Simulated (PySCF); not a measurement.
# HBS (hydrogen boron sulfide) at wB97X-V/STO-3G

What is the energy change on altering one bond length of HBS (hydrogen boron sulfide) at wB97X-V/STO-3G? Input form: a Python script.

The results are computed with PySCF 2.14.0.

9 further runs of the same task are left out: 9 set aside as unsound or not needed.

## (1) The system as given

HBS: 3 atoms, total charge 0, spin state singlet. As SMILES, `B=S`. The coordinates come from a GFN2-xTB relaxation.

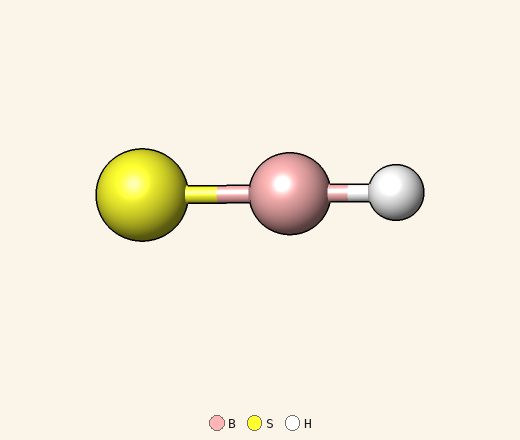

The structure, seen from a chosen angle (boron pink, sulfur yellow, hydrogen white).

## (2) A single-point energy at wB97X-V/STO-3G

The input, calc.py:

```python
# hydrogen boron sulfide
from pyscf import gto, dft

system = gto.Mole()
system.atom = '''
B       -0.041030      -0.016100       0.142540
S        0.395320       0.146510      -1.379660
H       -0.354300      -0.130410       1.237110
'''
system.verbose = 4
system.basis = 'sto-3g'
system.charge = 0
system.max_memory = 1860
system.spin = 0
system.build()

mf = dft.RKS(system)
mf.xc = 'wb97x-v'
mf.nlcgrids.level = 1
mf.conv_tol = 1e-10
mf.grids.level = 5
mf.kernel()
if not mf.converged:
    mf = mf.newton().run(mf.mo_coeff, mf.mo_occ)

e_tot = mf.e_tot
print('E(%s) = %.9f' % ('WB97X-V', e_tot))
```

On the command line:

```
OMP_NUM_THREADS=1 python calc.py
```

Output:

```text
PySCF version 2.14.0

[INPUT] num. atoms = 3
[INPUT] num. electrons = 22
[INPUT] charge = 0
[INPUT] spin (= nelec alpha-beta = 2S) = 0
[INPUT] symmetry False subgroup None
[INPUT] Mole.unit = angstrom
[INPUT] Symbol           X                Y                Z      unit          X                Y                Z       unit  Magmom
[INPUT]  1 B     -0.041030000000  -0.016100000000   0.142540000000 AA   -0.077535462891  -0.030424590605   0.269361561796 Bohr   0.0
[INPUT]  2 S      0.395320000000   0.146510000000  -1.379660000000 AA    0.747046531563   0.276863774510  -2.607179545017 Bohr   0.0
[INPUT]  3 H     -0.354300000000  -0.130410000000   1.237110000000 AA   -0.669529965933  -0.246439183905   2.337799085961 Bohr   0.0

nuclear repulsion = 32.0014586742696
number of shells = 9
number of NR pGTOs = 45
number of NR cGTOs = 15
basis = sto-3g
ecp = {}

[... 60 lines left out ...]
converged SCF energy = -418.86312585927
E(WB97X-V) = -418.863125859
```

It took 6.3 s on 1 thread of Arm Neoverse V2, shared host; peak memory 0.17 GiB.

## (3) The distorted shape, same level

The input, job.py:

```python
from pyscf import gto, dft

molecule = gto.M(
    atom=[
    ('B', (0.115615, 0.041059, -0.404781)),
    ('S', (0.551965, 0.203669, -1.926981)),
    ('H', (-0.354300, -0.130410, 1.237110)),
],
    basis='sto-3g',
    max_memory=1860,
    spin=0,
    verbose=3,
)

calc0 = dft.RKS(molecule, xc='wb97x-v')
calc0.nlcgrids.level = 1
calc0.conv_tol = 1e-10
calc0.grids.level = 5
calc0.kernel()
if not calc0.converged:
    calc0 = calc0.newton().run(calc0.mo_coeff, calc0.mo_occ)

etot = calc0.e_tot
print(f'total energy: {etot:.8f} hartree')
```

On the command line:

```
OMP_NUM_THREADS=1 python job.py
```

Output:

```text
converged SCF energy = -418.76726448746
total energy: -418.76726449 hartree
```

It took 6.9 s on 1 thread of Arm Neoverse V2, shared host; peak memory 0.17 GiB.

## (4) Results

Level: wB97X-V/STO-3G.

| quantity | value |
| --- | --- |
| first shape: total energy | -418.86313 Eh |
| first shape: dipole moment | 0.46 D |
| first shape: HOMO energy | -7.99 eV |
| first shape: LUMO energy | 5.65 eV |
| first shape: HOMO–LUMO gap | 13.64 eV |
| distorted shape: total energy | -418.76726 Eh |
| distorted shape: dipole moment | 0.49 D |
| distorted shape: HOMO energy | -8.00 eV |
| distorted shape: LUMO energy | 5.75 eV |
| distorted shape: HOMO–LUMO gap | 13.75 eV |
| energy change with the B1–H3 bond stretched from 1.144 to 1.716 Å | 2.609 eV |

**Reading.** With the B1–H3 bond stretched from 1.144 to 1.716 Å the energy rises by 2.61 eV (60 kcal/mol). The first shape isn't relaxed at this level, so the change isn't measured from a minimum. The minimal basis adds a large error of its own.
